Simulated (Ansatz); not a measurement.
# Does disorder add resistance in series? Pt(111) layers displaced at 180 K

Two lengths of the disordered region are known. What area resistance does the third give?

**Method.** Ansatz 0.2.0, plane waves with PAW datasets at their recommended cutoffs (420 eV for most), Fermi-Dirac smearing; ballistic transmission by layer matching. The area resistance is RA = A (h/2e²)(1/T − 1/N), with T the zone-mean transmission per spin and N the lead's channels, both averaged over a few energies near the Fermi level; for magnets each spin is taken apart, with h/e², and the two conduct in parallel. Lateral cell 2x2, PBE, a fresh random draw for each length. Atoms are displaced independently, by 0.0494 Å r.m.s. per direction; each RA is scaled by the nominal over the drawn mean square displacement.

The runs, with one result withheld:

| length (Å) | channels N | RA (fΩ m²) |
| --- | --- | --- |
| 9.06 | 6.753 | 0.0581 |
| 18.1 | 6.747 | 0.115 |
| 27.2 | 6.713 | ? |

Worked fit:

Ohm's law makes RA linear in the length: the slope is (0.115 − 0.0581)/(18.1 − 9.06) = 6.27×10⁻³ fΩ m² per Å, or 6.3 µΩ cm. Then 0.115 + 6.27×10⁻³ × 9.06. Predicted: 0.172 fΩ m².

Check against the run:

0.169 fΩ m², so the prediction is 1.4 % too high. The three lengths together give 6.1 µΩ cm. The two increments are 0.057 and 0.054 fΩ m², roughly as Ohm's law has it, though with one draw for each length that is a weak test.

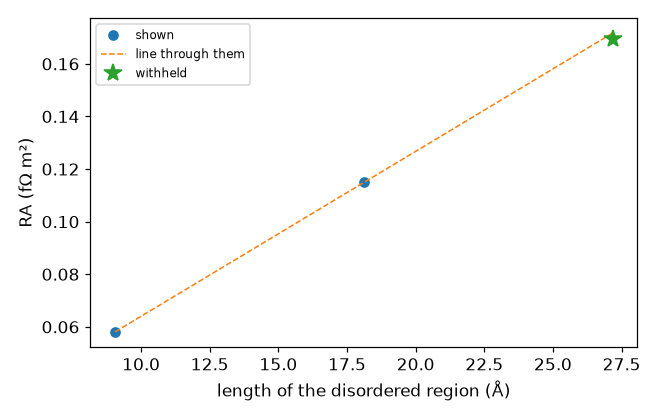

Area resistance against length.

**Limits.** The scatterers repeat sideways with the small cell. The slope is a raw one; a model of isotropic scattering puts it 1.10 times the bulk value over these lengths. Spin-orbit coupling is left out, which matters for Pt.
